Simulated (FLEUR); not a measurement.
# MnS: parallel and opposed starts

A self-consistent run ends on one state, which hangs on the start. Several orders of MnS are started in FLEUR and their energies compared.

Method: PBE with U = 4 eV on Mn d; all-electron FLAPW, Dirac cores, scalar-relativistic bands, in FLEUR MaX-R8.1.

The database entry behind the starting cell differs from later determinations by our own check (an axis about 0.2 % short against later determinations), so it need not match the best structure at ambient conditions.

### Step 1. The starting structure

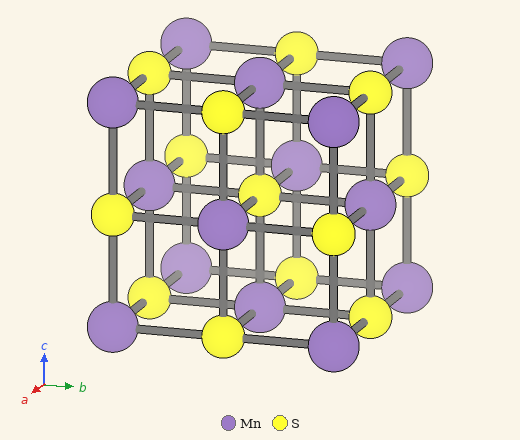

The starting structure, seen slightly off an axis (manganese light purple, sulfur yellow). This picture shows the conventional cell, with its axes. Some periodic images of atoms are drawn too.

### Step 2. Order 1, typed as ferro +

The parallel start is the test of whether parallel moments hold. A Hubbard U acts on the open shell, since semilocal functionals spread its electrons too much.

inpgen writes inp.xml from crystal.txt; cutoffs, mixing, functional, smearing and local orbitals are then set in the file. The k list default-1 (kpts.xml, not shown) is a Γ-centred 8×8×8 mesh; where the ranks do not divide the number of points, some are split in two of half the weight.

Input file inp.xml:

```
<?xml version="1.0" encoding="UTF-8" standalone="no"?>
<fleurInput fleurInputVersion="0.39">
   <comment>
      MnS
   </comment>
   <calculationSetup>
      <cutoffs Kmax="3.97" Gmax="11.9" GmaxXC="11.9" numbands="0"/>
      <scfLoop itmax="120" minDistance="0.0001" maxIterBroyd="15" imix="Anderson" alpha="0.05" precondParam="0.0" spinf="2.0" sdNocoIR="T"/>
      <coreElectrons ctail="T" frcor="F" kcrel="0" coretail_lmax="0"/>
      <xcFunctional name="pbe" relativisticCorrections="F"/>
      <magnetism jspins="2"/>
      <soc l_soc="F" theta="0.0" phi="0.0" spav="F"/>
      <expertModes spex="0" secvar="F"/>
      <geometryOptimization l_f="F" forcealpha="1.0" forcemix="BFGS" epsdisp="0.00001" epsforce="0.00001"/>
      <ldaU l_linMix="F" mixParam="0.05" spinf="1.0"/>
   </calculationSetup>
   <cell>
      <bzIntegration valenceElectrons="21.0" mode="hist" fermiSmearingEnergy="0.00183747">
         <kPointListSelection listName="default-1"/>
         <xi:include xmlns:xi="http://www.w3.org/2001/XInclude" href="kpts.xml"> </xi:include>
      </bzIntegration>
      <xi:include xmlns:xi="http://www.w3.org/2001/XInclude" href="sym.xml"> </xi:include>
      <bulkLattice scale="1.0">
         <bravaisMatrix>
            <row-1>    0.0000000000000000     4.9217916915206992     4.9217916915206992</row-1>
            <row-2>    4.9217916915206992     0.0000000000000000     4.9217916915206992</row-2>
            <row-3>    4.9217916915206992     4.9217916915206992     0.0000000000000000</row-3>
         </bravaisMatrix>
      </bulkLattice>
   </cell>
   <atomSpecies>
      <species name="Manganese 4.500" element="Mn" atomicNumber="25">
         <mtSphere radius="2.8" gridPoints="925" logIncrement="0.013"/>
         <atomicCutoffs lmax="10" lnonsphr="8"/>
         <electronConfig flipSpins="F">
            <coreConfig>(1s1/2) (2s1/2) (2p1/2) (2p3/2)</coreConfig>
            <valenceConfig>(3s1/2) (3p1/2) (3p3/2) (4s1/2) (3d3/2) (3d5/2)</valenceConfig>
            <stateOccupation state="(3d3/2)" spinUp="1.75" spinDown="0.25"/>
            <stateOccupation state="(3d5/2)" spinUp="3.0" spinDown="0.0"/>
         </electronConfig>
         <energyParameters s="4" p="4" d="3" f="4"/>
         <ldaU l="2" U="4.0" J="0.0" l_amf="F"/>
         <lo type="SCLO" l="0" n="3" eDeriv="0"/>
         <lo type="SCLO" l="1" n="3" eDeriv="0"/>
      </species>
      <species name="Sulfur (S)" element="S" atomicNumber="16">
         <mtSphere radius="1.89" gridPoints="625" logIncrement="0.018"/>
         <atomicCutoffs lmax="8" lnonsphr="6"/>
         <electronConfig flipSpins="F">
            <coreConfig>(1s1/2) (2s1/2) (2p1/2) (2p3/2)</coreConfig>
            <valenceConfig>(3s1/2) (3p1/2) (3p3/2)</valenceConfig>
            <stateOccupation state="(3p1/2)" spinUp="0.666667" spinDown="0.666667"/>
            <stateOccupation state="(3p3/2)" spinUp="1.333333" spinDown="1.333333"/>
         </electronConfig>
         <energyParameters s="3" p="3" d="3" f="4"/>
      </species>
   </atomSpecies>
   <atomGroups>
      <atomGroup species="Manganese 4.500">
         <relPos label="                   1">.0000000000 .0000000000 .0000000000</relPos>
         <force calculate="T" relaxXYZ="TTT"/>
      </atomGroup>
      <atomGroup species="Sulfur (S)">
         <relPos label="                   2">1.000/2.000 1.000/2.000 1.000/2.000</relPos>
         <force calculate="T" relaxXYZ="TTT"/>
      </atomGroup>
   </atomGroups>
   <output dos="F" band="F" slice="F">
      <bandDOS minEnergy="-.5*Htr" maxEnergy="0.5*Htr" sigma="0.015" storeEVData="T"/>
      <plotting iplot="0" polar="F">
         <plot TwoD="T" vec1="  1.0  0.0  0.0" vec2="  0.0  1.0  0.0" vec3="  0.0  0.0  1.0" zero="  0.0  0.0  0.0" file="plot"/>
      </plotting>
      <moessbauerParams electricFieldGradient="F" isomerShift="F" coreHyperfine="F" valenceHyperfine="F"/>
   </output>
</fleurInput>
```

Input file crystal.txt:

```
MnS
&input film=F cartesian=F /
0.00000000000  2.60450000000  2.60450000000
2.60450000000  0.00000000000  2.60450000000
2.60450000000  2.60450000000  0.00000000000
1.8897261246
1.0 1.0 1.0

2
25 0.00000000000  0.00000000000  0.00000000000 : 4.500
16 0.50000000000  0.50000000000  0.50000000000

&kpt div1=8 div2=8 div3=8 gamma=T /
```

Command:

```bash
OMP_NUM_THREADS=1 inpgen -f crystal.txt > inpgen.log  # inp.xml is then edited as shown
OMP_NUM_THREADS=1 mpirun -n 4 fleur_MPI > fleur.log
```

The log of the run:

```text
Welcome to FLEUR        (www.flapw.de)
      MaX-Release 8.1          (www.max-centre.eu)

 ========== k-point set info ==========
 Selected k-point list: default-1
 k-point list type: mesh
 0 x 0 x 0
 Number of k points: 32

 ------------Calculation Setup---------------------------
 Number of MPI-tasks      :            4
 Number of PE/node        :            4
 Number of OMP-threads    :            1
 k-points in parallel     :            4
 pe's per k-point         :            1
 No of k-point loops      :            8
 Eigenvalue solver        :       lapack
 Number of basis functions:          277
 Approximate size of matrices (H+S) per k-point:         0.001 GB
 --------------------------------------------------------
 no density matrix found ... skipping LDA+U
 Reset of history
 Iteration:     1   Distance:       6.93873024 me/bohr^3
 Iteration:     2   Distance:       7.37655390 me/bohr^3
 Iteration:     3   Distance:       6.79405696 me/bohr^3
 Iteration:     4   Distance:       3.89598678 me/bohr^3
 Iteration:     5   Distance:       1.90151109 me/bohr^3
 Iteration:     6   Distance:       1.47697706 me/bohr^3
 Iteration:     7   Distance:       0.32287248 me/bohr^3
 Iteration:     8   Distance:       0.24491593 me/bohr^3
 Iteration:     9   Distance:       0.02855029 me/bohr^3
 Iteration:    10   Distance:       0.02695484 me/bohr^3
 Iteration:    11   Distance:       0.00487902 me/bohr^3
 Iteration:    12   Distance:       0.00378075 me/bohr^3
 Iteration:    13   Distance:       0.00056208 me/bohr^3
 Iteration:    14   Distance:       0.00017939 me/bohr^3
 Iteration:    15   Distance:       0.00009799 me/bohr^3

 ********************************************************************
 Run finished successfully
 Stop message:
   all done
 ********************************************************************

--- out.xml (last complete iteration) ---
<iteration numberForCurrentRun="   15" overallNumber="   15">
         [... left out ...]
         <bandgap value="0.8209005784" units="eV"/>
         <sumValenceSingleParticleEnergies value="-13.5830057953" units="Htr"/>
         <FermiEnergy value="0.2590473501" units="Htr"/>
         <valenceDensity>
            <mtCharges spin="1">
               <mtCharge atomType="1" total="9.5300724" s="1.2464359" p="3.2872453" d="4.9408163" f="0.0424628"/>
               <mtCharge atomType="2" total="1.8318208" s="0.6339042" p="1.1794712" d="0.0168669" f="0.0013266"/>
            </mtCharges>
            <mtCharges spin="2">
               <mtCharge atomType="1" total="4.7673606" s="1.1743104" p="3.2286944" d="0.3153219" f="0.0365616"/>
               <mtCharge atomType="2" total="1.7415535" s="0.6165550" p="1.1206305" d="0.0040620" f="0.0002761"/>
            </mtCharges>
            <spinDependentCharge spin="1" total="13.0000000" interstitial="1.6381069" mtSpheres="11.3618931"/>
            <spinDependentCharge spin="2" total="8.0000000" interstitial="1.4910859" mtSpheres="6.5089141"/>
            <totalCharge value="21.0000000000"/>
         </valenceDensity>
         [... left out ...]
         <allElectronCharges>
            <spinDependentCharge spin="1" total="23.0000000" interstitial="1.6383768" mtSpheres="21.3616232"/>
            <spinDependentCharge spin="2" total="18.0000000" interstitial="1.4913549" mtSpheres="16.5086451"/>
            <totalCharge value="40.9999999931"/>
         </allElectronCharges>
         <magneticMomentsInMTSpheres units="muBohr">
            <globalMagMoment atomType="1" vec="0.00000   0.00000   4.76271"/>
            <localMagMoment atomType="1" vec="0.00000   0.00000   4.76271"/>
            <globalMagMoment atomType="2" vec="0.00000   0.00000   0.09027"/>
            <localMagMoment atomType="2" vec="0.00000   0.00000   0.09027"/>
         </magneticMomentsInMTSpheres>
         <moessbauerParams unitsHFF="kG" unitsIS="e/bohr^3" unitsEFG="Htr/bohr^2">
         </moessbauerParams>
         <totalEnergy value="    -1557.8558871099" units="Htr">
            <sumOfEigenvalues value="     -896.4584581565">
               <coreElectrons value="-882.8754523611"/>
               <valenceElectrons value="-13.5830057953"/>
            </sumOfEigenvalues>
            <densityCoulombPotentialIntegral value="-2369.2945306522"/>
            <densityEffectivePotentialIntegral value="-2470.4902508991"/>
            <chargeDenXCDenIntegral value="-78.0872955569"/>
            <FockExchangeEnergyValence value="0.0000000000"/>
            <FockExchangeEnergyCore value="0.0000000000"/>
            <atomTypeDependentContributions atomType="1">
               <electronNucleiInteractionDifferentMTs value="1382.9247859064"/>
               <MadelungTerm value="-6.7464937350"/>
            </atomTypeDependentContributions>
            <atomTypeDependentContributions atomType="2">
               <electronNucleiInteractionDifferentMTs value="468.7950436915"/>
               <MadelungTerm value="-11.0480902345"/>
            </atomTypeDependentContributions>
            <dftUCorrection value="-0.3612945978"/>
            <tkbTimesEntropy value="0.0000000000"/>
            <freeEnergy value="-1557.8558871099"/>
            <extrapolationTo0K value="-1557.8558871099"/>
         </totalEnergy>
         <ldaUDensityMatrix>
            <densityMatrixFor spin="1" atomType="1" uIndex="1" l="2" U="4.00000000" J="0.00000000">
               (+0.99199,+0.00000) (+0.00000,+0.00000) (+0.00000,+0.00000) (+0.00000,+0.00000) (+0.01914,+0.00000)
               (+0.00000,+0.00000) (+0.97285,+0.00000) (+0.00000,+0.00000) (+0.00000,+0.00000) (+0.00000,+0.00000)
               (+0.00000,+0.00000) (+0.00000,+0.00000) (+1.01113,+0.00000) (+0.00000,+0.00000) (+0.00000,+0.00000)
               (+0.00000,+0.00000) (+0.00000,+0.00000) (+0.00000,+0.00000) (+0.97285,+0.00000) (+0.00000,+0.00000)
               (+0.01914,+0.00000) (+0.00000,+0.00000) (+0.00000,+0.00000) (+0.00000,+0.00000) (+0.99199,+0.00000)
            </densityMatrixFor>
            <densityMatrixFor spin="2" atomType="1" uIndex="1" l="2" U="4.00000000" J="0.00000000">
               (+0.07293,+0.00000) (+0.00000,+0.00000) (+0.00000,+0.00000) (+0.00000,+0.00000) (+0.04934,+0.00000)
               (+0.00000,+0.00000) (+0.02359,+0.00000) (+0.00000,+0.00000) (+0.00000,+0.00000) (+0.00000,+0.00000)
               (+0.00000,+0.00000) (+0.00000,+0.00000) (+0.12228,+0.00000) (+0.00000,+0.00000) (+0.00000,+0.00000)
               (+0.00000,+0.00000) (+0.00000,+0.00000) (+0.00000,+0.00000) (+0.02359,+0.00000) (+0.00000,+0.00000)
               (+0.04934,+0.00000) (+0.00000,+0.00000) (+0.00000,+0.00000) (+0.00000,+0.00000) (+0.07293,+0.00000)
            </densityMatrixFor>
         </ldaUDensityMatrix>
         <ldaUDensityMatrixConvergence>
            <distance spin="1" distance="0.000001"/>
            <distance spin="2" distance="0.000002"/>
         </ldaUDensityMatrixConvergence>
         <densityConvergence units="me/bohr^3">
            <chargeDensity spin="1" distance="0.0000328544"/>
            <chargeDensity spin="2" distance="0.0000916520"/>
            <overallChargeDensity distance="0.0000979930"/>
            <spinDensity distance="0.0000967283"/>
         </densityConvergence>
      </iteration>
```

Elapsed: 11 s, on 4 MPI ranks of Intel Xeon Platinum 8559C (Emerald Rapids), shared host; peak memory 0.24 GiB.

Spin moment in the muffin-tin sphere by atom:

```
atom  spin moment in the muffin-tin sphere (μB)
 Mn1                                       4.76
  S2                                       0.09
```

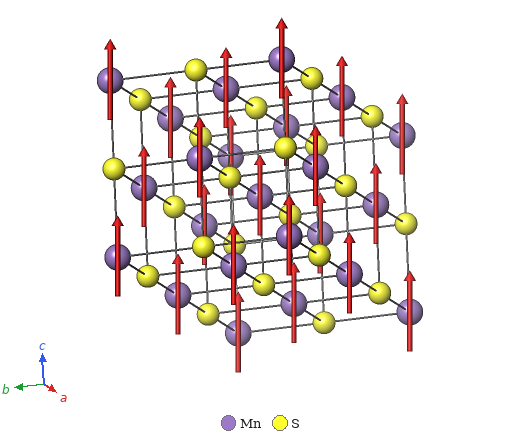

Spin moment in the muffin-tin sphere as arrows, the longest 4.76 μB. Up and down stand for the sign. Arrows give size and sign along the axis of quantisation, drawn up and down the page. 2×1×1 conventional cells are drawn. Some periodic images of atoms are drawn too.

Numbers from this step:

```
free energy                                                       : -42391.4183 eV
program's band gap on this mesh (in a metal only a level spacing) : 0.8209 eV
magnetization                                                     : 5 μB
final state                                                       : ferromagnetic
```

After 15 cycles the largest moment stands at 4.76 μB.

[end of part 1 of 3]

[Logs and program files are shortened in this print: banners, set-up blocks, solver, clock and traceback lines can be left out without a mark of their own.]

[Logs are printed without paths, hosts, clocks, repeated set-up lines and the standing remarks that a program may print on its own settings, such as how far it seeks lower states.]

[Hosts, paths, dates, database ids (printed as entryN), source tags and the programs' standing remarks are cut or masked in the printed files.]

[Where a cell is said to come from a database of computed structures, the database is the Materials Project.]
